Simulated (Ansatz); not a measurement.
# TaBe2BiO6: complex band structure

Aim: relax a made-up compound, TaBe2BiO6, and see how good a tunnel barrier it would be. It is built by putting Be for Ba in the Ba2TaBiO6 structure of space group C2/m, with the volume rescaled by atomic radii. The parent structure comes from the Materials Project.

Program: Ansatz 0.2.0. Level of theory: r2SCAN DFT, plane waves, PAW files, in the first sound run; inputs show where later runs differ. Results are calculated unless marked as measured.

The structure was built from a prototype and need not be the compound's stable phase.

## Step 1: The starting structure

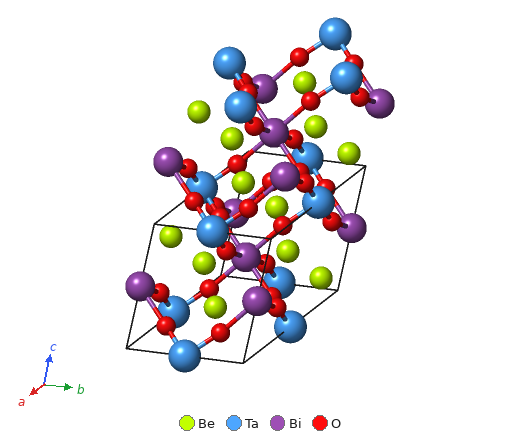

The starting structure, seen slightly off an axis (beryllium green, tantalum blue, bismuth purple, oxygen red). 1×1×2 cells are drawn. This picture shows the conventional cell, with its axes. Some periodic images of atoms are drawn too.

## Step 2: Cell and atoms at rest

The substituted atoms don't fit the parent's cell, so cell and atoms relax together. A small smearing keeps the run stable in case the gap closes on the way.

The input, input.yaml:

```yaml
crystal:
  lattice:
    - [4.5130867833, -2.6064391583, 0.0]
    - [4.5130867833, 2.6064391583, 0.0]
    - [-3.0403795998, 0.0, 4.297572011]
  atoms:
    - { symbol: Be, position: [0.249071, 0.249071, 0.244936] }
    - { symbol: Be, position: [0.750929, 0.750929, 0.755064] }
    - { symbol: Ta, position: [0.5, 0.5, 0.0] }
    - { symbol: Bi, position: [0.0, 0.0, 0.5] }
    - { symbol: O, position: [0.699424, 0.23478, 0.19473] }
    - { symbol: O, position: [0.300576, 0.76522, 0.80527] }
    - { symbol: O, position: [0.23478, 0.699424, 0.19473] }
    - { symbol: O, position: [0.270864, 0.270864, 0.710609] }
    - { symbol: O, position: [0.76522, 0.300576, 0.80527] }
    - { symbol: O, position: [0.729136, 0.729136, 0.289391] }
kpoints:
  mp_grid: { grid: [6, 6, 6] }
scf:
  occupations: { method: gaussian, width: 0.03 }
hamiltonian:
  xc: r2scan
output:
  forces: true
  stress: true
relax:
  f_tol: 0.02
  max_steps: 60
  cell: {}
```

The run is started by

```console
ansatz run input.yaml --threads 2 --pin off --max-ram 4096MiB --backend cpu --events-out ev --progress --plain --runs-dir out
```

Numbers of over 12 decimals in the logs are rounded to 6 here.

Output:

```text
Engine: ansatz 0.2.0, aarch64-unknown-linux-gnu
Pseudopotentials: kind: paw
Pseudopotential: Be, paw, valence charge 2, recommended cutoff 500 eV (meta_gga), Be.paw.azcp
Pseudopotential: Ta, paw, valence charge 13, recommended cutoff 500 eV (meta_gga), Ta.paw.azcp
Pseudopotential: Bi, paw, valence charge 15, recommended cutoff 500 eV (meta_gga), Bi.paw.azcp
Pseudopotential: O, paw, valence charge 6, recommended cutoff 500 eV (meta_gga), O.paw.azcp
Functional definition: r2SCAN
  parameter k0 = 0.174
  parameter k1 = 0.065
  parameter a1 = 4.9479
  exchange = r2scan_x(k0 = k0, k1 = k1, a1 = a1)
  correlation = r2scan_c
Crystal: 10 atoms, lattice volume = 101.105 Å³
Basis set: ecut = 500 eV, 2641 PW (Γ), exchange–correlation on 160×160×160 points (64 copies of the dense FFT grid, shifted against one another)
Bands: 44, of which v1, the nominal top of the filled ones, is band 34 counted from 1 (33 counted from 0)
Symmetry: 4 space group operations
Space group: C2/m (ITA 12), of the structure as read, at distance tolerance 4.7e-5 Å
k-points: 68 of 216
Non-local potential: Be, projectors of the file, l = 0: 2, l = 1: 2, l = 2: 1
Non-local potential: Ta, projectors of the file, l = 0: 3, l = 1: 2, l = 2: 2, l = 3: 1
Non-local potential: Bi, projectors of the file, l = 0: 2, l = 1: 2, l = 2: 2, l = 3: 2
Non-local potential: O, projectors of the file, l = 0: 2, l = 1: 2, l = 2: 1
PAW form: soft (Blöchl's): semilocal exchange-correlation on the pseudo side does not see the compensation charge
PAW frozen core: Be, regenerated for the run's functional (the file was generated under x = pbe(κ = 0.804, μ = 0.219515), c = pbe(β = 0.066725))
PAW frozen core: Ta, regenerated for the run's functional (the file was generated under x = pbe(κ = 0.804, μ = 0.219515), c = pbe(β = 0.066725))
PAW frozen core: Bi, regenerated for the run's functional (the file was generated under x = pbe(κ = 0.804, μ = 0.219515), c = pbe(β = 0.066725))
PAW frozen core: O, regenerated for the run's functional (the file was generated under x = pbe(κ = 0.804, μ = 0.219515), c = pbe(β = 0.066725))
PAW one-centre angular grid: Be, 302 points (default); XC on 255 of its mesh's 2635 points in the sphere
PAW one-centre angular grid: Ta, 590 points (default); XC on 160 Gauss nodes
PAW one-centre angular grid: Bi, 590 points (default); XC on 160 Gauss nodes
PAW one-centre angular grid: O, 302 points (default); XC on 160 Gauss nodes
Initial density: superposition of atomic densities (neutral atoms: chi_scale 0, normalization atom), corrected by the library's trained network
Initial wavefunctions: pseudopotential atomic-orbital guess
Functional: x = r2scan, c = r2scan; τ floored in thin density (d = 2e-4 eV/Å³)
SCF iter   1: F=—  HF=-25938.316749 eV  |F-HF|=—  |Δ(HF+E_count)|=         —  Δρ=9.06e-3  dr2=8.49e-2  dr2_τ=8.85e-1  ethr=1.77e-3  ⟨swp⟩=6.5  Hψ=13389  notcnv=0  defer=1
preconditioner: auto → Kerker (q_TF=auto, 2.554 Å⁻¹)  [metal: Δε(μ)=0.022 eV  Ē_g=16.059 eV  σ=0.030 eV  W_gap=0.36  n_scr=26 (ndim 8)  ℏωp=28.6 eV  f_vac=0.001  D(μ)=1.73/eV (n_scr^D=14)]
SCF iter   2: F=—  HF=-25938.614393 eV  |F-HF|=—  |Δ(HF+E_count)|=   2.98e-1  Δρ=6.39e-3  dr2=4.38e-2  dr2_τ=1.84e-3  ethr=1.25e-4  ⟨swp⟩=2.4  Hψ=6291  notcnv=0  defer=198
SCF iter   3: F=—  HF=-25938.612279 eV  |F-HF|=—  |Δ(HF+E_count)|=   2.11e-3  Δρ=3.07e-3  dr2=9.14e-3  dr2_τ=9.95e-4  ethr=6.44e-5  ⟨swp⟩=2.8  Hψ=5060  notcnv=0  defer=198
SCF iter   4: F=—  HF=-25938.610589 eV  |F-HF|=—  |Δ(HF+E_count)|=   1.69e-3  Δρ=1.05e-3  dr2=1.67e-3  dr2_τ=6.20e-5  ethr=1.34e-5  ⟨swp⟩=2.0  Hψ=4340  notcnv=0  defer=198
SCF iter   5: F=—  HF=-25938.610328 eV  |F-HF|=—  |Δ(HF+E_count)|=   2.62e-4  Δρ=3.48e-4  dr2=2.34e-4  dr2_τ=1.35e-5  ethr=2.45e-6  ⟨swp⟩=2.0  Hψ=4035  notcnv=0  defer=198
SCF iter   6: F=—  HF=-25938.610290 eV  |F-HF|=—  |Δ(HF+E_count)|=   3.80e-5  Δρ=2.86e-4  dr2=7.23e-5  dr2_τ=1.02e-5  ethr=3.44e-7  ⟨swp⟩=2.0  Hψ=4384  notcnv=0  defer=198
SCF iter   7: F=—  HF=-25938.610267 eV  |F-HF|=—  |Δ(HF+E_count)|=   2.24e-5  Δρ=5.89e-5  dr2=2.61e-6  dr2_τ=2.62e-7  ethr=1.06e-7  ⟨swp⟩=2.0  Hψ=4557  notcnv=0  defer=198
SCF iter   8: F=—  HF=-25938.610268 eV  |F-HF|=—  |Δ(HF+E_count)|=   1.14e-6  Δρ=1.10e-5  dr2=1.60e-7  dr2_τ=6.48e-9  ethr=3.84e-9  ⟨swp⟩=2.0  Hψ=4091  notcnv=0  defer=198
SCF iter   9: F=-25938.610268 eV  HF=-25938.610268 eV  |F-HF|=3.30e-9  |Δ(HF+E_count)|=   8.77e-8  Δρ=3.36e-6  dr2=1.19e-8  dr2_τ=4.57e-10  ethr=1.47e-10  ⟨swp⟩=5.0  Hψ=10528  notcnv=0
SCF 1 converged in 9 iterations: F = -25938.610268 eV  dr2 = 1.19e-8
  greatest PAW one-centre occupation: 0.999 electrons in one spin orbital (limit 2), on the Ta atom at site 2 (counted from 0), in its partial waves of l = 1
relax step   1: F+E_penalty+E_count = -25938.61026846 eV  Δ(F+E_penalty+E_count) = +0.000e0 eV  max|allowed force component| = 9.159e0 eV/Å  Δτ_max = 0.0000 Å  P = +89.607 GPa  Ω = 101.105 Å³  (9 SCF iters, dr2 threshold 1.00e-7 eV, accepted)
Crystal: 10 atoms, lattice volume = 116.021 Å³
Basis set: ecut = 500 eV, 2913 PW (Γ), exchange–correlation on 160×160×160 points (64 copies of the dense FFT grid, shifted against one another)
Initial density: handed on by an earlier stage of this run
Initial wavefunctions: those handed on with the density
SCF iter   1: F=—  HF=-25945.579233 eV  |F-HF|=—  |Δ(HF+E_count)|=         —  Δρ=3.17e-2  dr2=2.25e0  dr2_τ=5.29e0  ethr=3.10e-3  ⟨swp⟩=6.5  Hψ=12171  notcnv=0
preconditioner: auto → Kerker (q_TF=auto, 2.496 Å⁻¹)  [metal: Δε(μ)=0.018 eV  Ē_g=14.927 eV  σ=0.030 eV  W_gap=0.33  n_scr=26 (ndim 8)  ℏωp=26.7 eV  f_vac=0.000  D(μ)=4.93/eV (n_scr^D=50)]
SCF iter   2: F=—  HF=-25947.026060 eV  |F-HF|=—  |Δ(HF+E_count)|=    1.45e0  Δρ=1.66e-2  dr2=5.67e-1  dr2_τ=1.39e-2  ethr=3.10e-3  ⟨swp⟩=3.2  Hψ=5345  notcnv=0  defer=282
SCF iter   3: F=—  HF=-25946.907008 eV  |F-HF|=—  |Δ(HF+E_count)|=   1.19e-1  Δρ=4.12e-3  dr2=3.62e-2  dr2_τ=1.75e-3  ethr=8.33e-4  ⟨swp⟩=3.3  Hψ=4608  notcnv=0  defer=282
SCF iter   4: F=—  HF=-25946.905361 eV  |F-HF|=—  |Δ(HF+E_count)|=   1.65e-3  Δρ=1.88e-3  dr2=5.33e-3  dr2_τ=3.68e-4  ethr=5.32e-5  ⟨swp⟩=2.9  Hψ=4494  notcnv=0  defer=286
SCF iter   5: F=—  HF=-25946.905918 eV  |F-HF|=—  |Δ(HF+E_count)|=   5.57e-4  Δρ=1.05e-3  dr2=1.42e-3  dr2_τ=1.72e-4  ethr=7.84e-6  ⟨swp⟩=2.0  Hψ=4512  notcnv=0  defer=284
SCF iter   6: F=—  HF=-25946.905840 eV  |F-HF|=—  |Δ(HF+E_count)|=   7.78e-5  Δρ=4.64e-4  dr2=1.80e-4  dr2_τ=2.88e-5  ethr=2.09e-6  ⟨swp⟩=2.0  Hψ=4261  notcnv=0  defer=284
[...]
relax step  15: F+E_penalty+E_count = -25961.09991224 eV  Δ(F+E_penalty+E_count) = -9.029e-3 eV  max|allowed force component| = 1.734e-1 eV/Å  Δτ_max = 0.0910 Å  P = +0.598 GPa  Ω = 119.014 Å³  energy of the carried Pulay correction = -1.194e-2 eV  (8 SCF iters, dr2 threshold 7.12e-7 eV, accepted)
relax step  16: F+E_penalty+E_count = -25961.10371776 eV  Δ(F+E_penalty+E_count) = -3.806e-3 eV  max|allowed force component| = 1.220e-1 eV/Å  Δτ_max = 0.0202 Å  P = +0.454 GPa  Ω = 118.890 Å³  energy of the carried Pulay correction = -1.186e-2 eV  (6 SCF iters, dr2 threshold 1.00e-6 eV, accepted)
relax step  17: F+E_penalty+E_count = -25961.10555246 eV  Δ(F+E_penalty+E_count) = -1.835e-3 eV  max|allowed force component| = 1.376e-2 eV/Å  Δτ_max = 0.0117 Å  P = +0.038 GPa  Ω = 118.871 Å³  energy of the carried Pulay correction = -1.185e-2 eV  (6 SCF iters, dr2 threshold 1.00e-6 eV, accepted)
relax step  18: F+E_penalty+E_count = -25961.10558408 eV  Δ(F+E_penalty+E_count) = -3.162e-5 eV  max|allowed force component| = 7.963e-3 eV/Å  Δτ_max = 0.0028 Å  P = +0.015 GPa  Ω = 118.853 Å³  energy of the carried Pulay correction = -1.184e-2 eV  (6 SCF iters, dr2 threshold 2.54e-8 eV, accepted)
relax step  19: F+E_penalty+E_count = -25961.10560459 eV  Δ(F+E_penalty+E_count) = -2.051e-5 eV  max|allowed force component| = 1.626e-3 eV/Å  Δτ_max = 0.0012 Å  P = +0.001 GPa  Ω = 118.885 Å³  energy of the carried Pulay correction = -1.186e-2 eV  (6 SCF iters, dr2 threshold 1.63e-8 eV, accepted)
relax step  20: F+E_penalty+E_count = -25961.15902551 eV  Δ(F+E_penalty+E_count) = -5.342e-2 eV  max|allowed force component| = 3.644e-3 eV/Å  Δτ_max = 0.0000 Å  P = +0.653 GPa  Ω = 118.885 Å³  stress off target by 1.56e0 GPa  SCF on the basis re-selected at this cell (its energy is not comparable with the rows above)  (8 SCF iters)
relax step  21: F+E_penalty+E_count = -25961.16550408 eV  Δ(F+E_penalty+E_count) = -6.479e-3 eV  max|allowed force component| = 8.794e-2 eV/Å  Δτ_max = 0.0153 Å  P = -0.306 GPa  Ω = 119.827 Å³  energy of the carried Pulay correction = -4.387e-4 eV  (6 SCF iters, dr2 threshold 1.00e-6 eV, accepted)
relax step  22: F+E_penalty+E_count = -25961.16676497 eV  Δ(F+E_penalty+E_count) = -1.261e-3 eV  max|allowed force component| = 4.742e-2 eV/Å  Δτ_max = 0.0033 Å  P = +0.004 GPa  Ω = 119.754 Å³  energy of the carried Pulay correction = -3.943e-4 eV  (4 SCF iters, dr2 threshold 1.00e-6 eV, accepted)
relax step  23: F+E_penalty+E_count = -25961.16685390 eV  Δ(F+E_penalty+E_count) = -8.894e-5 eV  max|allowed force component| = 1.044e-2 eV/Å  Δτ_max = 0.0022 Å  P = +0.029 GPa  Ω = 119.835 Å³  energy of the carried Pulay correction = -4.263e-4 eV  (5 SCF iters, dr2 threshold 1.41e-7 eV, accepted)
relax step  24: F+E_penalty+E_count = -25961.16685800 eV  Δ(F+E_penalty+E_count) = -4.097e-6 eV  max|allowed force component| = 4.758e-3 eV/Å  Δτ_max = 0.0030 Å  P = -0.014 GPa  Ω = 119.904 Å³  energy of the carried Pulay correction = -4.571e-4 eV  (7 SCF iters, dr2 threshold 9.87e-9 eV, accepted)
iter 1 solved again at ethr=7.66e-8 eV; its pass at ethr=3.10e-3 eV (dr2=5.21e-5 eV) is discarded
SCF iter   1: F=—  HF=-25961.166940 eV  |F-HF|=—  |Δ(HF+E_count)|=         —  Δρ=2.34e-4  dr2=1.34e-6  dr2_τ=1.22e-6  ethr=7.66e-8  ⟨swp⟩=4.0  Hψ=22220  notcnv=0
preconditioner: auto → Resta (q_TF=auto, 2.482 Å⁻¹)  ε∞=3.7  [insulator: Δε(μ)=1.781 eV  Ē_g=15.953 eV  σ=0.030 eV  W_gap=1.00  n_scr=28 (ndim 8)  ℏωp=26.3 eV  f_vac=0.046  D(μ)=0.00/eV (n_scr^D=0)  ε∞_Penn≈3.7]
SCF iter   2: F=—  HF=-25961.167217 eV  |F-HF|=—  |Δ(HF+E_count)|=   2.76e-4  Δρ=1.18e-4  dr2=3.42e-7  dr2_τ=8.60e-6  ethr=1.97e-9  ⟨swp⟩=2.0  Hψ=4694  notcnv=0
SCF iter   3: F=—  HF=-25961.167274 eV  |F-HF|=—  |Δ(HF+E_count)|=   5.71e-5  Δρ=3.84e-6  dr2=1.31e-8  dr2_τ=4.42e-9  ethr=5.04e-10  ⟨swp⟩=2.0  Hψ=4912  notcnv=0
SCF iter   4: F=—  HF=-25961.167274 eV  |F-HF|=—  |Δ(HF+E_count)|=   1.02e-8  Δρ=8.62e-7  dr2=3.28e-10  dr2_τ=1.48e-10  ethr=1.93e-11  ⟨swp⟩=2.0  Hψ=4395  notcnv=0
SCF iter   5: F=-25961.167274 eV  HF=-25961.167274 eV  |F-HF|=2.91e-11  |Δ(HF+E_count)|=   1.13e-9  Δρ=2.89e-7  dr2=6.43e-11  dr2_τ=1.07e-11  ethr=1.00e-12  ⟨swp⟩=5.0  Hψ=11497  notcnv=0
SCF 25 converged in 5 iterations: F = -25961.167274 eV  dr2 = 6.43e-11
relax step  25: F+E_penalty+E_count = -25961.16727387 eV  Δ(F+E_penalty+E_count) = -4.159e-4 eV  max|allowed force component| = 4.759e-3 eV/Å  Δτ_max = 0.0000 Å  P = -0.020 GPa  Ω = 119.904 Å³  stress off target by 3.81e-2 GPa  SCF on the basis re-selected at this cell (its energy is not comparable with the rows above)  (5 SCF iters)
basis re-selected at this cell: Δ(F+E_penalty+E_count) = -4.159e-4 eV, ΔP = -0.006 GPa vs the last step (what re-selecting the basis moved, of the pressure what is left beyond the Pulay correction that the steps carried, after the strain that the cell walked since its last selection, with what the two solves' SCF thresholds leave and, on support functions, any second-order correction that the steps lacked; it is no m [...]
SCF converged after 5 iterations
Free energy (F): -25961.167274 eV
Harris-Foulkes:  -25961.167274 eV  (|F-HF|=2.91e-11)
Internal energy: -25961.167274 eV  (E = F + TS)
E sigma→0 (E₀):  -25961.167274 eV
Fermi energy:    8.329406 eV
--- Per-component energies (eV) ---
  E_band       = -423.272285
  E_kinetic    = 1766.378466
  E_local      = -4722.477197  (includes V_loc(G=0)·N_el)
  E_nonlocal   = 874.895949
  E_hartree    = 1646.822452
  E_xc         = -824.611080
  E_vxc        = -1058.390360  (∫ρ·V_xc dr)
  E_paw        = -20194.453370  (= ΣΔE_a)
  E_vpaw       = -642.224202  (= ΣTr[D̂ρ^β])
  E_aug_tail   = 0.005846  (compensation charges beyond the density's cutoff)
  E_vtau       = 64.894121  (kinetic-family band-sum trace: ∫τ·v_τ [+ j·A + Jᵃ·Aᵃ] dr)
  E_ewald      = -4507.631907
  E_core_change = -0.096433  (= ΣΔE_core)
  E_smearing   = -0.000000  (= −TS)
  E_closure    = -0.000000  (closes the sum)
  Σ components = -25961.167274   (vs F -25961.167274, Δ=0.00e0)
--- Forces (eV/Å), atoms counted from 1 ---
  atom   1  Be    -0.00063057     0.00000000    -0.00040817
  atom   2  Be     0.00063057     0.00000000     0.00040817
  atom   3  Ta     0.00000000     0.00000000     0.00000000
  atom   4  Bi     0.00000000     0.00000000     0.00000000
  atom   5  O     -0.00284251    -0.00364948     0.00350994
  atom   6  O      0.00284251     0.00364948    -0.00350994
  atom   7  O     -0.00284251     0.00364948     0.00350994
  atom   8  O      0.00383816     0.00000000     0.00475867
  atom   9  O      0.00284251    -0.00364948    -0.00350994
  atom  10  O     -0.00383816     0.00000000    -0.00475867
  max |Σ_I F_I| component: 1.73e-18 eV/Å
--- Stress (GPa, compression-positive) ---
       -0.028665       0.000000      -0.014974
        0.000000      -0.016710       0.000000
       -0.015053       0.000000      -0.014202
  P = ⅓ Tr σ = -0.0199 GPa (-0.199 kbar)
--- Relaxed structure (23 steps of the walk, 23 accepted, 2 SCFs on fresh bases) ---
  F+E_penalty+E_count = -25961.16727387 eV   max|allowed force component| = 4.759e-3 eV/Å   (the final SCF, on the basis selected at the relaxed cell)
  cell:  # Å, volume = 119.9045 Å³
    - [5.374441, -2.761879, -0.311077]
    - [5.374441, 2.761879, -0.311077]
    - [-3.916879, -8.911505707758001e-18, 4.265652]
  atoms:
    - { symbol: Be, position: [0.177038, 0.177038, 0.169555] }
    - { symbol: Be, position: [0.822962, 0.822962, 0.830445] }
    - { symbol: Ta, position: [0.5, 0.5, 0.0] }
    - { symbol: Bi, position: [-2.7755575615628914e-17, -2.7755575615628914e-17, 0.5] }
    - { symbol: O, position: [0.661050, 0.127793, 0.051480] }
    - { symbol: O, position: [0.338950, 0.872207, 0.948520] }
    - { symbol: O, position: [0.127793, 0.661050, 0.051480] }
    - { symbol: O, position: [0.281589, 0.281589, 0.529925] }
    - { symbol: O, position: [0.872207, 0.338950, 0.948520] }
    - { symbol: O, position: [0.718411, 0.718411, 0.470075] }
```

Wall time 5.7 min (2 threads of Arm Neoverse V2, shared host); peak memory 1 GiB.

Step by step (22 of 25):

```csv
step,energy less that of the first step (eV),largest force component (eV/Å),pressure (GPa),volume (Å³)
1,0.0000,9.1587,89.61,101.11
2,-8.2956,2.5452,25.45,116.02
3,-12.0716,2.9166,5.47,124.56
4,-14.9843,2.2339,-10.46,129.62
6,-19.4249,1.7182,-9.90,118.92
7,-20.2849,3.1573,1.38,113.40
8,-21.4711,1.8411,1.64,112.98
9,-21.7292,2.4219,6.81,113.67
10,-22.3683,0.4256,3.05,117.02
11,-22.4541,0.2908,0.42,119.92
12,-22.4715,0.2919,-0.54,120.89
14,-22.4806,0.1068,0.05,120.08
15,-22.4896,0.1734,0.60,119.01
16,-22.4934,0.1220,0.45,118.89
17,-22.4953,0.0138,0.04,118.87
18,-22.4953,0.0080,0.01,118.85
19,-22.4953,0.0016,0.00,118.89
20*,-22.5488,0.0036,0.65,118.89
22,-22.5565,0.0474,0.00,119.75
23,-22.5566,0.0104,0.03,119.83
24,-22.5566,0.0048,-0.01,119.90
25*,-22.5570,0.0048,-0.02,119.90
```

Relaxation steps marked * repeat the geometry before them on a plane-wave basis chosen anew for their cell, so energy and pressure can jump there. Other such steps can lie between the rows shown.

The run keeps the 4 symmetry operations that it works with, so distortions that break them were not tested.

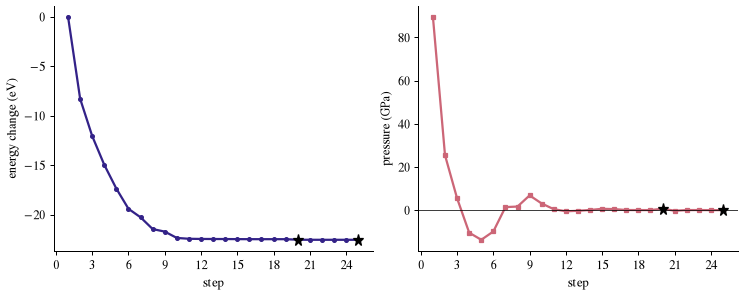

Energy and pressure along the relaxation. Stars mark steps on a basis chosen anew.

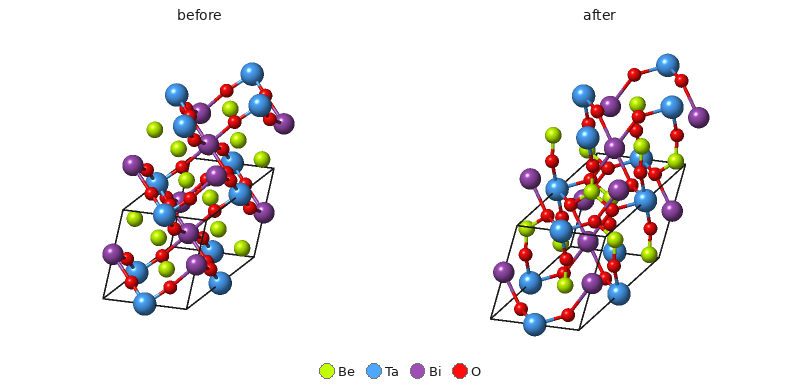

The structure before and after the relaxation, drawn at the same scale.

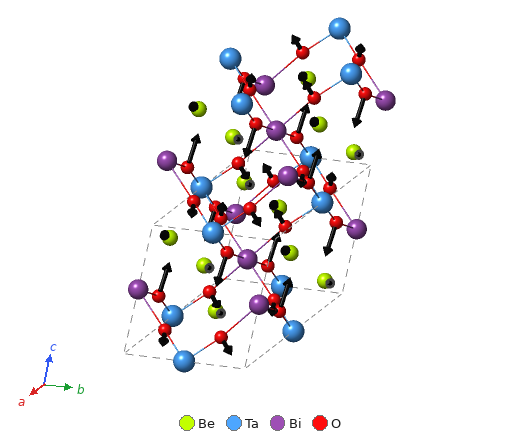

Displacements in the relaxation, exaggerated, measured against the changing cell; the longest in the cell stands for 1.13 Å. 1×1×2 conventional cells are drawn. Some periodic images of atoms are drawn too.

```csv
cell as run,before,after,change
a (Å),5.212,6.051,+16.1 %
b (Å),5.212,6.051,+16.1 %
c (Å),5.264,5.791,+10.0 %
α (°),120.01,129.69,+8.1 %
β (°),120.01,129.69,+8.1 %
γ (°),60.02,54.32,-9.5 %
volume (Å³/atom),10.11,11.99,+18.6 %
```

The atoms that moved most (Å, as changes of fractional coordinates times the final cell):

```csv
atom,dx,dy,dz,length
O10,-0.823,0.000,0.777,1.132
O8,0.823,0.000,-0.777,1.132
O5,-0.220,-0.190,-0.566,0.636
O7,-0.220,0.190,-0.566,0.636
O6,0.220,0.190,0.566,0.636
O9,0.220,-0.190,0.566,0.636
Be1,-0.479,0.000,-0.277,0.553
Be2,0.479,0.000,0.277,0.553
```

This step gave:

* free energy: -25961.1673 eV
* Fermi energy: 8.329 eV
* pressure: -0.01986 GPa

The largest force component on a free atom ends at 0.0048 eV/Å.

(Part 1 of 3 ends here.)

[Logs are printed without paths, hosts, clocks, repeated set-up lines and the standing remarks that a program may print on its own settings, such as how far it seeks lower states.]

[Hosts, paths, dates, database ids (printed as entryN), source tags and the programs' standing remarks are cut or masked in the printed files.]
